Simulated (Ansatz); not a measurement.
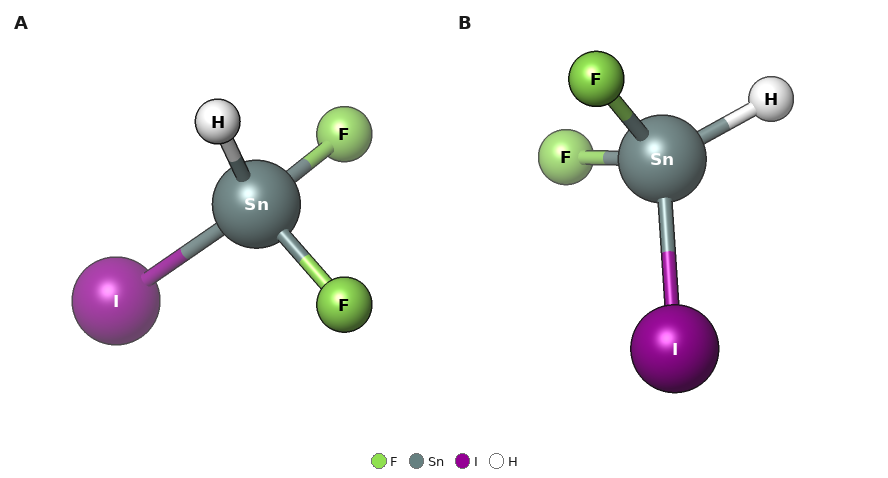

Depth is shown by fading: the farther an atom, the more it takes the colour of the background. Computed geometry: PBE0-D4/def2-TZVP optimisation.

Question: Can A be turned into B by a rotation alone?

Answer: Yes. They are the same structure, F2HISn ([F][SnH]([F])[I]), seen from two directions. With point group Cs it is achiral, so its mirror image would be the same too.
